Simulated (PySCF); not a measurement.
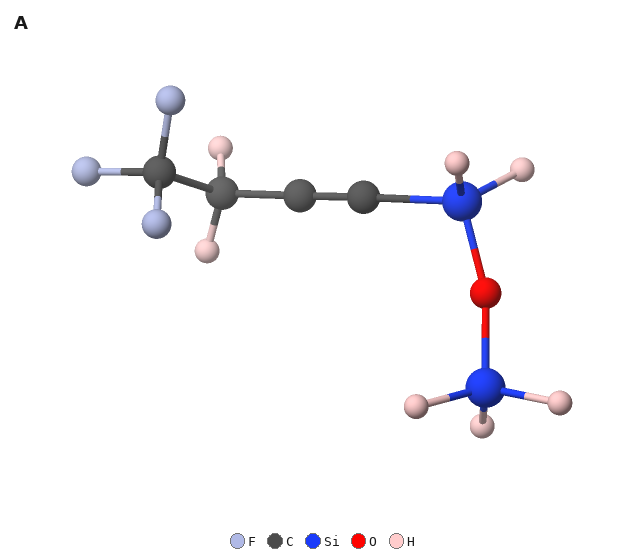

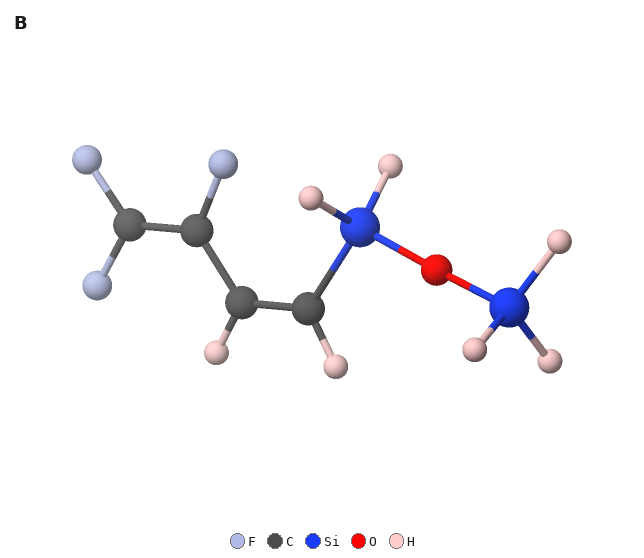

2 stationary structures of one formula. Geometries: GFN2-xTB. Electronic energies: PBE0/pcSseg-1 (PySCF 2.14.0), without zero-point energy. No frequency run is at hand to confirm each as a minimum. Each is one conformer, not always the lowest.

Which structure is the most stable?

Answer. A is lowest; B lies 0.609 eV above it. A is `FC(F)(F)CC#C[SiH2]O[SiH3]`, B is `FC(F)=C(F)/C=C\[SiH2]O[SiH3]`.

The geometry is semi-empirical. Around Si such bond lengths and angles can be off by a tenth of an ångström or more and by several degrees, and values that hang on the shape move with them.
